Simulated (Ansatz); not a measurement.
Start from CdSe in the wurtzite structure (space group P6_3mc, No. 186; a = 4.383 Å, c = 7.155 Å).

One thing is altered: every lattice vector is stretched by 2.78 %, atoms relaxed at fixed cell.

Calculations: Ansatz (a quantum-chemistry and plane-wave program), PBE, PAW, cutoff 420 eV, scalar-relativistic without spin-orbit coupling, earlier PAW set.

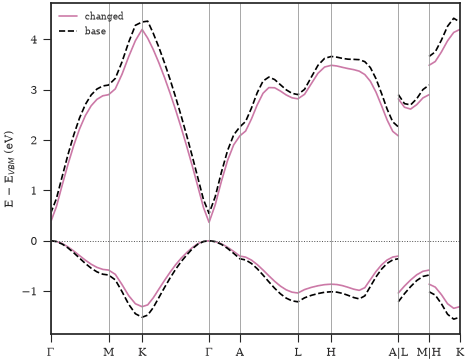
Figure. Highest valence and lowest conduction band along the path, each from its own valence-band maximum

Question: From the figure, how large is the changed gap, and is it direct?

Answer: About 0.4 eV, direct at Γ.

The cells carry an imposed strain or load. No phonon test of stability was made.
